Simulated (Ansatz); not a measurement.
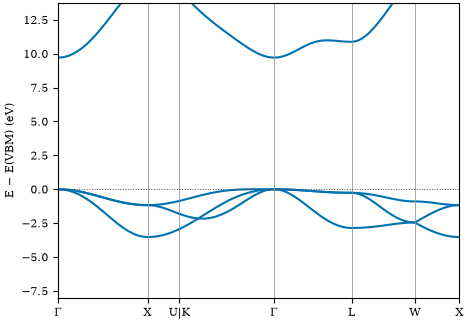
Band structure from DFT-LDA in the program Ansatz with PAW potentials

**Question.** Read off the gap and where the band edges lie.

**Answer.** About 9.7 eV (9.71 eV by a search for the band edges); maximum on the K–Γ line, 82 % of the way from K, minimum at Γ.

The material is LiF (rock salt, Fm-3m).

The LDA relaxation kept the symmetry of its start.

Potentials: the earlier of the program's two PAW sets. The files were generated under PBE; for other functionals the program regenerates the frozen cores, and for LDA and PBEsol the local potential too.
